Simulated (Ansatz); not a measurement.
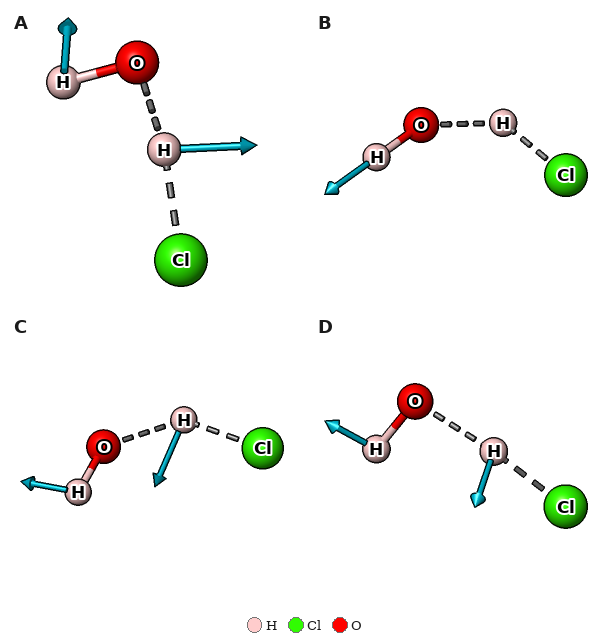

4 normal modes of one molecule or complex, as arrows. Broken sticks mark bonds that form or break. Charge 0, doublet. Harmonic vibrations computed with UKS PBE0-D4/def2-TZVP (Ansatz 0.2.0) at a stationary point of the same level. It is a saddle point of order 1.

> Match the panels to the wavenumbers 351 cm⁻¹, 514 cm⁻¹, 731 cm⁻¹, 3748 cm⁻¹.

A: 731 cm⁻¹
B: 3748 cm⁻¹
C: 351 cm⁻¹
D: 514 cm⁻¹
